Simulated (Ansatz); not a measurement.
# YbP (Fm-3m): cell relaxations under several functionals, by script

Aim: cell relaxations under several functionals, for YbP (Fm-3m), run from a script.

Computed with the Python package of Ansatz 0.2.0. The levels of theory stand in the script.

### 1 The system

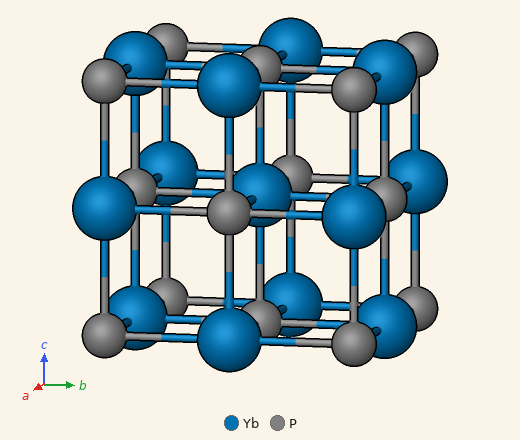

The structure that the script starts from, seen slightly off an axis (ytterbium blue, phosphorus grey). The cell is the conventional one. Atoms on cell faces are repeated.

No structure file is read: the coordinates are typed or built in the script.

### 2 The code

Contents of lattice_ybp.py:

```python
'''Relaxed cell of YbP under several functionals.'''

import ansatz
import numpy as np

def edges_and_angles(cell):
    cell = np.asarray(cell)
    a, b, c = np.linalg.norm(cell, axis=1)
    cosines = cell[1] @ cell[2] / (b * c), cell[0] @ cell[2] / (a * c), cell[0] @ cell[1] / (a * b)
    return (a, b, c, *np.degrees(np.arccos(cosines)))

xtal = (
    ansatz.Lattice.fcc(5.5515)
    .space_group(225)
    .atom('Yb', (0.5, 0.0, 0.0))
    .atom('P', (0.0, 0.0, 0.0))
    .primitive()
)

setup = xtal.calculation()
setup = setup.occupations('cold', width=0.05)
setup = setup.kpoints(mesh=(12, 12, 12))
setup = setup.basis(41 * ansatz.Ry)
setup = setup.relax(cell=True, max_steps=100)

levels = [('lda', 'none'), ('pbesol', 'd3bj'), ('r2scan', 'd4')]
print('level            a       b       c    alpha   beta  gamma  V/atom  steps')
for name, dispersion in levels:
    seen = []
    run = setup.functional(name, dispersion=dispersion).session().plan()
    result = run.execute(on_event=lambda e: seen.append(e) if e['event'] == 'relax_step' else None)
    cell = result.lattice.cell_ang
    label = name if dispersion == 'none' else f'{name}+{dispersion}'
    print('{:13s} {:7.4f} {:7.4f} {:7.4f} {:6.2f} {:6.2f} {:6.2f}'.format(label, *edges_and_angles(cell)), f'{abs(np.linalg.det(cell)) / len(result.lattice.sites):7.3f} {len(seen):5d}')
```

### 3 The calls as engine input

The engine receives this input (first run):

```yaml
crystal:
  lattice:
    bravais: fcc
    a: 5.5515
  space_group: 225
  atoms:
    - { symbol: Yb, position: [0.5, 0.0, 0.0] }
    - { symbol: P, position: [0.0, 0.0, 0.0] }
  reduce_to_primitive: true
basis:
  ecutwfc: 557.833418042754
kpoints:
  mp_grid:
    grid: [12, 12, 12]
hamiltonian:
  xc: lda
  dispersion: none
scf:
  occupations:
    method: cold
    width: 0.05
relax:
  max_steps: 100
  cell: {}
```

### 4 Running it

Launch:

```console
$ python lattice_ybp.py
```

What it wrote:

```text
level            a       b       c    alpha   beta  gamma  V/atom  steps
lda            3.8529  3.8529  3.8529  60.00  60.00  60.00  20.221     5
pbesol+d3bj    3.8382  3.8382  3.8382  60.00  60.00  60.00  19.991     5
r2scan+d4      3.9460  3.9460  3.9460  60.00  60.00  60.00  21.723     4
```

It took 92 s on 1 thread of Arm Neoverse V1, shared host; peak memory 0.64 GiB.

### 5 What changed from run to run

The engine's inputs for the other runs:

Run 2, against run 1:

```diff
@@ -16,2 +16,2 @@
-  xc: lda
-  dispersion: none
+  xc: pbesol
+  dispersion: d3bj
```

Run 3, against run 1:

```diff
@@ -16,2 +16,2 @@
-  xc: lda
-  dispersion: none
+  xc: r2scan
+  dispersion: d4
```

### 6 Run by run

From the records of these 3 runs:

| run | functional | dispersion | energy (eV/atom) | final volume (Å³/atom) | pressure (GPa) | SCF cycles in all | CPU time (s) |
| --- | --- | --- | --- | --- | --- | --- | --- |
| 1 | lda | none | -7144.6125 | 20.22 | -0.01 | 34 | 23 |
| 2 | pbesol | d3bj | -7209.9658 | 19.99 | -0.02 | 34 | 23 |
| 3 | r2scan | d4 | -7284.0408 | 21.72 | -0.02 | 37 | 44 |

Energies are free energies F = E - TS of the smeared occupations. Totals hang on method, basis and potentials, so only like runs compare.

### 7 The relaxation of run 1, step by step

Relaxation path:

| step | E - E(step 1) (eV/cell) | largest force component (eV/Å) | pressure (GPa) | volume (Å³) |
| --- | --- | --- | --- | --- |
| 1 | 0.0000 | 0.0000 | -3.95 | 42.77 |
| 2 | -0.0167 | 0.0000 | 3.08 | 38.98 |
| 3 | -0.0302 | 0.0000 | -0.23 | 40.55 |
| 4 | -0.0302 | 0.0000 | -0.01 | 40.44 |
| 5 | -0.0302 | 0.0000 | -0.01 | 40.44 |

Step 1 is the start. Step 5 repeats the geometry before it on a plane-wave basis chosen anew for that cell, so its energy need not be comparable with the rows above.

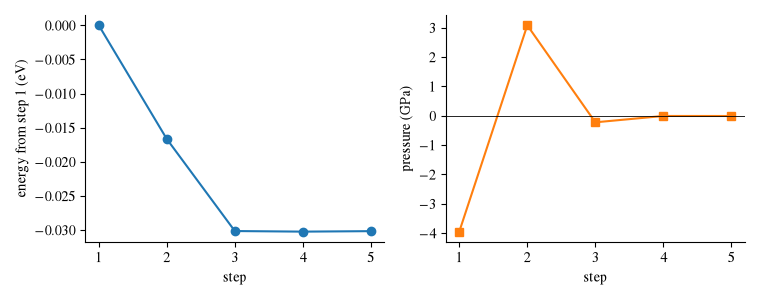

Energy and pressure along the relaxation.

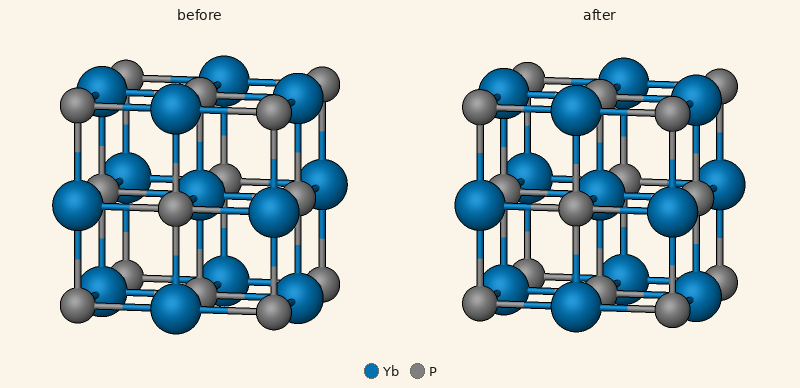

Before and after, at one scale. The change is too small to see at this scale.

Lengths and angles in the start's conventional setting:

|  | before | after | change |
| --- | --- | --- | --- |
| a (Å) | 5.551 | 5.449 | -1.8 % |
| b (Å) | 5.551 | 5.449 | -1.8 % |
| c (Å) | 5.551 | 5.449 | -1.8 % |
| volume (Å³/atom) | 21.39 | 20.22 | -5.4 % |
| shortest distance (Å) | 2.776 | 2.724 | -1.8 % |
| space group (0.01 Å) | Fm-3m | Fm-3m | same |

The run keeps the 48 symmetry operations of the start, so it could not have lowered the symmetry.

### 8 Path of the relaxation of run 3

Step by step:

```
step  E - E(step 1) (eV/cell)  largest force component (eV/Å)  pressure (GPa)  volume (Å³)
   1                   0.0000                          0.0000            1.17        42.77
   2                  -0.0010                          0.0000           -0.85        43.95
   3                  -0.0024                          0.0000           -0.02        43.45
   4                  -0.0024                          0.0000           -0.02        43.45
```

Step 1 is the start. Step 4 repeats the geometry before it on a plane-wave basis chosen anew for that cell, so its energy need not be comparable with the rows above.

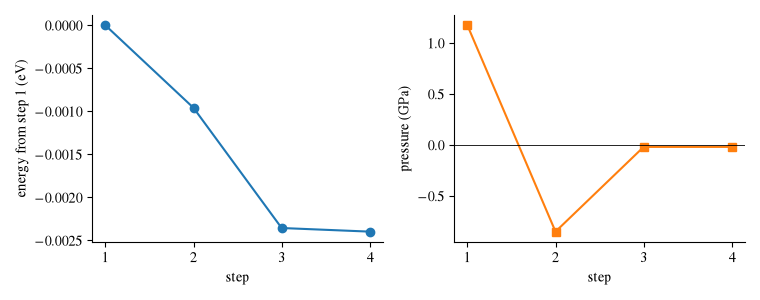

Energy and pressure along the relaxation.

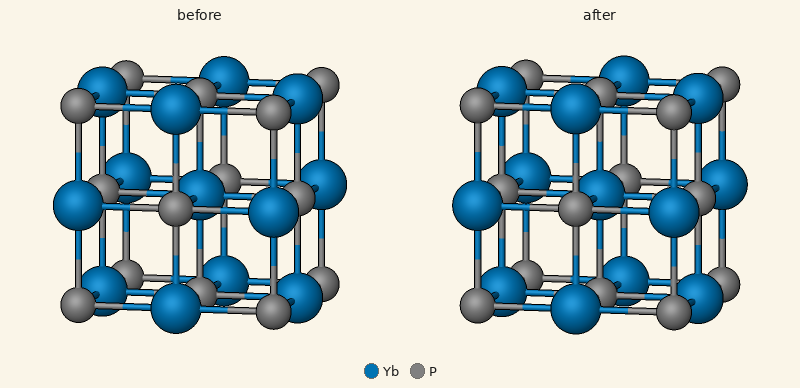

The structure before (left) and after (right) the relaxation, drawn at the same scale. The change is too small to see at this scale.

Lengths and angles in the start's conventional setting:

|  | before | after | change |
| --- | --- | --- | --- |
| a (Å) | 5.551 | 5.580 | +0.5 % |
| b (Å) | 5.551 | 5.580 | +0.5 % |
| c (Å) | 5.551 | 5.580 | +0.5 % |
| volume (Å³/atom) | 21.39 | 21.72 | +1.6 % |
| shortest distance (Å) | 2.776 | 2.790 | +0.5 % |
| space group (0.01 Å) | Fm-3m | Fm-3m | same |

Forces and stress were held to the start's 48 operations: a distortion of lower symmetry was not tested.

### 9 Results

| quantity | value |
| --- | --- |
| runs compared | 3 |
| relaxed volume | 19.99 (pbesol d3bj) to 21.72 Å³/atom (r2scan d4) |

From smallest to largest: PBEsol+D3BJ (19.99 Å³ an atom, -6.5 % against the start), LDA (20.22 Å³ an atom, -5.4 % against the start) and r2SCAN+D4 (21.72 Å³ an atom, +1.6 % against the start). The spread is 8.7 % in volume. In run 1, the volume shrank by 5.4 % over 3 moves, and the space group stayed Fm-3m. In run 3, the volume grew by 1.6 % over 2 moves, and the space group stayed Fm-3m. Notes:
- Semilocal functionals put the nearly full 4f shell of Yb too close to the Fermi level.
- Forces vanish by symmetry, so the ions can't move, and the end may be a saddle.
- Edges and angles that the script prints are those of the cell as typed, here a primitive one.
